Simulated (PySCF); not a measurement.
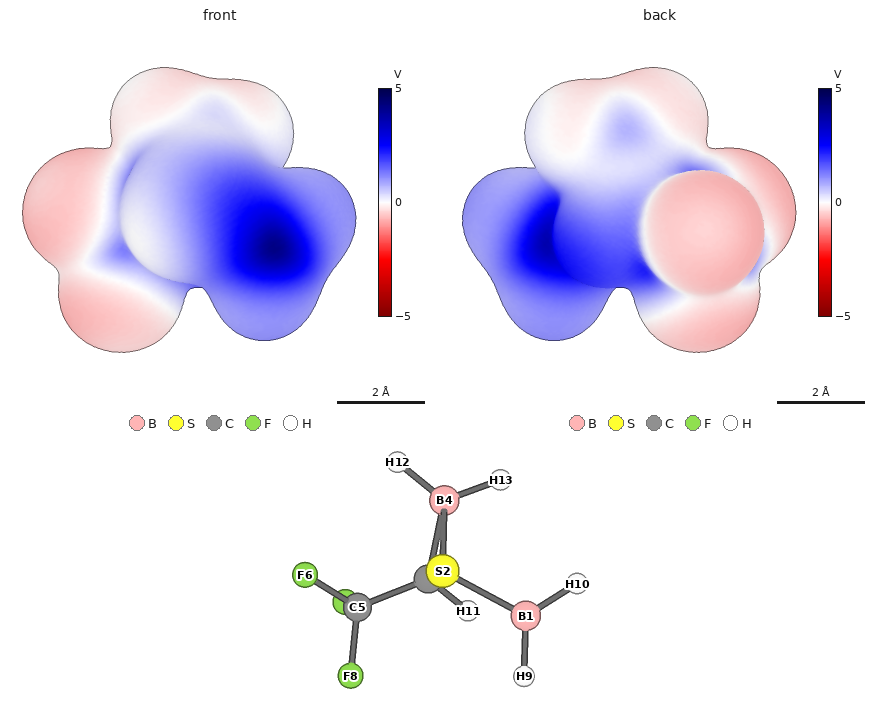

Figure 1: C2H5B2F3S. The electrostatic potential painted on the density surface at 0.004 e/bohr³, seen from the front and from behind; red is negative and blue positive. The bare structure is drawn below in the same view.

Geometry: GFN2-xTB.

All numbers below come from PySCF, BHandHLYP/pcSseg-1, SCF density, gas phase, non-relativistic.

```xyz
13

B     1.9693    0.7521    0.5794
S     0.5743   -0.1930    1.3024
C    -0.2661   -0.0060   -0.3232
B    -0.9653    0.9070    0.7734
C    -0.8161   -1.3001   -0.8452
F    -1.5551   -1.9751    0.0369
F    -1.5957   -1.0798   -1.9199
F     0.1469   -2.1520   -1.2631
H     2.7217    0.1549   -0.0802
H     2.0731    1.8897    0.8035
H     0.3801    0.4400   -1.0799
H    -1.9425    0.5094    1.2785
H    -0.7245    2.0528    0.7373
```

Describe the electrostatic potential map.

The most negative region (about −0.7 V) lies over F6, F7 and F8, the most positive (about +3.9 V) over B1.
